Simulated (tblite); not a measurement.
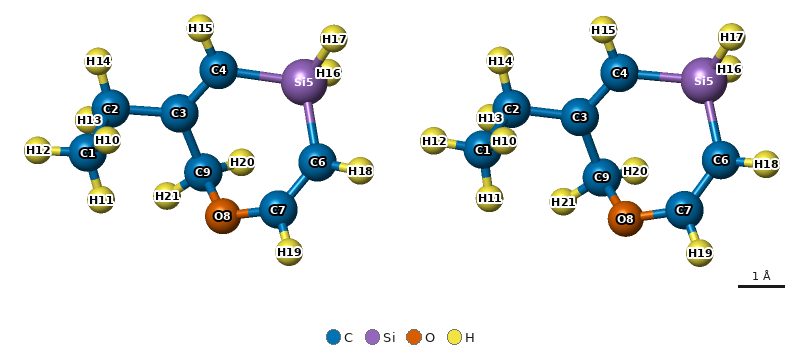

Two geometries of C7H12OSi, drawn at one scale. One is the start of a relaxation, the other its converged end. A ball-and-stick model, seen face on.

The calculation used tblite 0.8.0, GFN2-xTB geometry optimisation, gas phase. 

**Which one is relaxed?**

The left one is the relaxed one. H19 moves most after the best rigid fit: 0.27 Å. By element the largest moves are H 0.27 Å, C 0.15 Å, O 0.10 Å, Si 0.10 Å. Some distances before and after: Si5–C6 1.833 → 1.875 Å, C4–Si5 1.844 → 1.881 Å, C7–O8 1.369 → 1.348 Å, C1–H10 1.105 → 1.088 Å. Among the angles between lasting bonds that change: Si5–C4–H15 113.3° → 119.7°, Si5–C6–H18 111.9° → 116.8°, H20–C9–H21 104.7° → 108.9°. The energy falls by 4.69 kcal/mol in 85 geometry steps. The run took 0.59 s on 1 thread of Intel(R) Xeon(R) 6975P-C (shared host).
